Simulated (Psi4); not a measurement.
## Run report: S₂ (charge −1), single-point calculation (part 1 of 2)

System: S₂, charge −1, multiplicity 2.
Method: CCSD(T)/def2-TZVPPD, UHF (Psi4 1.11).

The geometry comes from this level: GFN2-xTB.

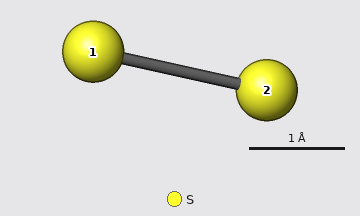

**Figure 1.** The structure as given in the input (ball-and-stick view, seen at a tilt; atoms are numbered from 1 in the order of the input). Bond lengths as drawn: S–S 1.98 Å.

Input file (s2.in):
```
memory 1.6 GB

molecule {
  -1 2
  S      0.678550    -0.576410    -0.430000
  S     -0.678550     0.576410     0.430000
  units angstrom
  symmetry c1
}

set basis def2-TZVPPD
set reference uhf
set puream true
set e_convergence 1e-09
set d_convergence 1e-08
set scf_type pk
set num_frozen_docc 10
set maxiter 200

e_tot = energy("ccsd(t)")
```

Run on 1 thread of AMD EPYC (Zen 3), 64 GiB of memory available, shared host.

Launched with:
```bash
psi4 -i s2.in -o s2.out -n 1
```

What the program printed:
```
Psi4 1.11 release

   => Loading Basis Set <=

    Name: DEF2-TZVPPD
    Role: ORBITAL
    Keyword: BASIS

         ---------------------------------------------------------
                                   SCF
                              UHF Reference
                        1 Threads,   1525 MiB Core
         ---------------------------------------------------------

  ==> Geometry <==

    Molecular point group: c1
    Full point group: D_inf_h

    Geometry (in Angstrom), charge = -1, multiplicity = 2:

       Center              X                  Y                   Z               Mass
    ------------   -----------------  -----------------  -----------------  -----------------
         S            0.988725740840     0.000000000000     0.000000000000    31.972071174400
         S           -0.988725740840    -0.000000000000     0.000000000000    31.972071174400

  Running in c1 symmetry.

  Rotational constants: A = ************  B =      0.26968  C =      0.26968 [cm^-1]
  Rotational constants: A = ************  B =   8084.71567  C =   8084.71567 [MHz]
  Nuclear repulsion =   68.507049192630944

  Charge       = -1
  Multiplicity = 2
  Electrons    = 33
  Nalpha       = 17
  Nbeta        = 16

  ==> Algorithm <==

  SCF Algorithm Type is PK.
  DIIS enabled.
  MOM disabled.
  Fractional occupation disabled.
  Guess Type is SAD.
  Energy threshold   = 1.00e-09
  Density threshold  = 1.00e-08
  Integral threshold = 1.00e-12

  ==> Primary Basis <==

  Basis Set: DEF2-TZVPPD
    Blend: DEF2-TZVPPD
    Number of shells: 34
    Number of basis functions: 102
    Number of Cartesian functions: 116
    Spherical Harmonics?: true
    Max angular momentum: 3

  ==> Integral Setup <==

  Using in-core PK algorithm.
   Calculation information:
      Number of atoms:                   2
      Number of AO shells:              34
      Number of primitives:             60
      Number of atomic orbitals:       116
      Number of basis functions:       102

      Integral cutoff                 1.00e-12
      Number of threads:                 1

  Performing in-core PK
  Using 27599262 doubles for integral storage.
  We computed 166777 shell quartets total.
  Whereas there are 177310 unique shell quartets.

  ==> DiskJK: Disk-Based J/K Matrices <==

    J tasked:                  Yes
    K tasked:                  Yes
    wK tasked:                  No
    Memory [MiB]:             1144
    Schwarz Cutoff:          1E-12

  Minimum eigenvalue in the overlap matrix is 9.2747732068E-04.
  Reciprocal condition number of the overlap matrix is 1.9743795215E-04.
    Using symmetric orthogonalization.

  ==> Pre-Iterations <==

  SCF Guess: Superposition of Atomic Densities via on-the-fly atomic UHF (no occupation information).

   -------------------------
    Irrep   Nso     Nmo
   -------------------------
     A        102     102
   -------------------------
    Total     102     102
   -------------------------

  ==> Iterations <==

                        Total Energy        Delta E     RMS |[F,P]|

   @UHF iter SAD:  -794.49812626480889   -7.94498e+02   0.00000e+00
   @UHF iter   1:  -795.06831104281662   -5.70185e-01   3.14867e-03 DIIS/ADIIS
   @UHF iter   2:  -795.11064333054230   -4.23323e-02   1.14381e-03 DIIS/ADIIS
   @UHF iter   3:  -795.11542688129089   -4.78355e-03   2.80232e-04 DIIS/ADIIS
   @UHF iter   4:  -795.11636965912942   -9.42778e-04   1.17648e-04 DIIS/ADIIS
   @UHF iter   5:  -795.11657237782458   -2.02719e-04   2.98733e-05 DIIS
   @UHF iter   6:  -795.11658849617152   -1.61183e-05   8.97217e-06 DIIS
   @UHF iter   7:  -795.11659014571217   -1.64954e-06   2.81320e-06 DIIS
   @UHF iter   8:  -795.11659033711339   -1.91401e-07   9.43930e-07 DIIS
   @UHF iter   9:  -795.11659036290621   -2.57928e-08   3.15414e-07 DIIS
   @UHF iter  10:  -795.11659036600292   -3.09672e-09   6.12917e-08 DIIS
   @UHF iter  11:  -795.11659036609899   -9.60654e-11   1.36186e-08 DIIS
   @UHF iter  12:  -795.11659036610274   -3.75167e-12   3.69639e-09 DIIS
  Energy and wave function converged.

  ==> Post-Iterations <==

   @Spin Contamination Metric:   3.296245996E-02
   @S^2 Expected:                7.500000000E-01
   @S^2 Observed:                7.829624600E-01
   @S   Expected:                5.000000000E-01
   @S   Observed:                5.000000000E-01

    Orbital Energies [Eh]
    ---------------------

    Alpha Occupied:

       1A    -91.740470     2A    -91.740468     3A     -8.742678
       4A     -8.742433     5A     -6.432080     6A     -6.432047
       7A     -6.422293     8A     -6.421656     9A     -6.420737
      10A     -6.420701    11A     -0.812538    12A     -0.589452
      13A     -0.267801    14A     -0.261085    15A     -0.233106
      16A     -0.130593    17A     -0.087976

    Alpha Virtual:

      18A      0.168292    19A      0.208935    20A      0.220460
      21A      0.223117    22A      0.225264    23A      0.227199
      24A      0.299292    25A      0.319632    26A      0.391081
      27A      0.391323    28A      0.418440    29A      0.444816
      30A      0.455238    31A      0.467913    32A      0.470502
      33A      0.470848    34A      0.499456    35A      0.508799
      36A      0.522477    37A      0.687091    38A      0.702092
      39A      0.742333    40A      0.781510    41A      0.804017
      42A      0.832807    43A      0.833420    44A      0.844173
      45A      0.862361    46A      0.872745    47A      0.923050
      48A      0.923242    49A      0.942118    50A      1.070269
      51A      1.093917    52A      1.135539    53A      1.184322
      54A      1.555549    55A      1.968620    56A      1.971655
      57A      1.981337    58A      1.998324    59A      2.018097
      60A      2.094691    61A      2.095896    62A      2.112560
      63A      2.115817    64A      2.118616    65A      2.120295
      66A      2.120406    67A      2.132310    68A      2.150885
      69A      2.188953    70A      2.200811    71A      2.200847
      72A      2.208276    73A      2.364436    74A      2.383728
      75A      2.391744    76A      2.429233    77A      2.430368
      78A      2.454047    79A      2.480497    80A      2.526013
      81A      2.952878    82A      3.004037    83A      3.026376
      84A      3.645086    85A      7.505710    86A      7.506360
      87A      7.535096    88A      7.535415    89A      7.535701
      90A      7.544802    91A      7.547137    92A      7.556924
      93A      7.582537    94A      7.697237    95A      9.775025
      96A      9.792908    97A      9.898677    98A      9.916716
      99A     10.059208   100A     10.201718   101A     19.239087
     102A     19.806292

    Beta Occupied:

       1A    -91.734555     2A    -91.734553     3A     -8.736887
       4A     -8.736599     5A     -6.419591     6A     -6.418938
       7A     -6.417191     8A     -6.417154     9A     -6.407795
      10A     -6.407734    11A     -0.777163    12A     -0.519706
      13A     -0.243191    14A     -0.224520    15A     -0.150672
      16A     -0.074585

    Beta Virtual:

      17A      0.168931    18A      0.197610    19A      0.209550
      20A      0.223803    21A      0.225347    22A      0.227785
      23A      0.260390    24A      0.297674    25A      0.326533
      26A      0.394773    27A      0.395199    28A      0.424270
      29A      0.454082    30A      0.462252    31A      0.472378
      32A      0.479984    33A      0.480195    34A      0.510144
      35A      0.520095    36A      0.530569    37A      0.702559
      38A      0.703764    39A      0.745949    40A      0.805973
      41A      0.831337    42A      0.860636    43A      0.860914
      44A      0.865409    45A      0.875114    46A      0.877601
      47A      0.950275    48A      0.964318    49A      0.964679
      50A      1.096411    51A      1.109550    52A      1.151284
      53A      1.198467    54A      1.565873    55A      1.986294
      56A      1.987953    57A      1.988538    58A      2.016986
      59A      2.020692    60A      2.110771    61A      2.110775
      62A      2.130830    63A      2.134366    64A      2.135316
      65A      2.135507    66A      2.144462    67A      2.144462
      68A      2.154026    69A      2.206512    70A      2.209448
      71A      2.227476    72A      2.227478    73A      2.387004
      74A      2.396659    75A      2.402379    76A      2.447201
      77A      2.447326    78A      2.485074    79A      2.488041
      80A      2.532591    81A      2.958578    82A      3.023813
      83A      3.028456    84A      3.649572    85A      7.512068
      86A      7.512312    87A      7.540253    88A      7.541695
      89A      7.541801    90A      7.547772    91A      7.550517
      92A      7.557622    93A      7.584428    94A      7.699991
      95A      9.796045    96A      9.797146    97A      9.919892
      98A      9.920633    99A     10.061937   100A     10.204546
     101A     19.247083   102A     19.814087

    Final Occupation by Irrep:
              A
    DOCC [    16 ]
    SOCC [     1 ]
    NA   [    17 ]
    NB   [    16 ]

  @UHF Final Energy:  -795.11659036610274

   => Energetics <=

    Nuclear Repulsion Energy =             68.5070491926309444
    One-Electron Energy =               -1243.9283308420472167
    Two-Electron Energy =                 380.3046912833134456
    Total Energy =                       -795.1165903661027414

  UHF NO Occupations:
  HONO-2 :   15  A 1.9975322
  HONO-1 :   16  A 1.9885793
  HONO-0 :   17  A 1.0000000
  LUNO+0 :   18  A 0.0114207
  LUNO+1 :   19  A 0.0024678
  LUNO+2 :   20  A 0.0021782
  LUNO+3 :   21  A 0.0002670

Computation Completed

Properties will be evaluated at   0.000000,   0.000000,   0.000000 [a0]

Properties computed using the SCF density matrix

 Multipole Moments:

 ------------------------------------------------------------------------------------
     Multipole            Electronic (a.u.)      Nuclear  (a.u.)        Total (a.u.)
 ------------------------------------------------------------------------------------

 L = 1.  Multiply by 2.5417464519 to convert [e a0] to [Debye]
 Dipole X            :         -0.0000000            0.0000000           -0.0000000
 Dipole Y            :         -0.0000000            0.0000000           -0.0000000
 Dipole Z            :          0.0000000            0.0000000            0.0000000
 Magnitude           :                                                    0.0000000

 ------------------------------------------------------------------------------------

	total time  =          3 seconds =       0.05 minutes
 MINTS: Wrapper to libmints.

   Calculation information:
      Number of threads:                 1
      Number of atoms:                   2
      Number of AO shells:              34
      Number of SO shells:              34
      Number of primitives:             60
      Number of atomic orbitals:       116
      Number of basis functions:       102

      Number of irreps:                  1
      Integral cutoff                 1.00e-12
      Number of functions per irrep: [ 102 ]

 OEINTS: Overlap, kinetic, potential, dipole, and quadrupole integrals
         stored in file 35.

      Computing two-electron integrals...done
      Computed 3127793 non-zero two-electron integrals.
        Stored in file 33.

	Wfn Parameters:
	--------------------
	Wavefunction         = CCSD_T
	Number of irreps     = 1
	Number of MOs        = 102
	Number of active MOs = 92
	AO-Basis             = NONE
	Semicanonical        = false
	Reference            = UHF
	Print Level          = 1
```
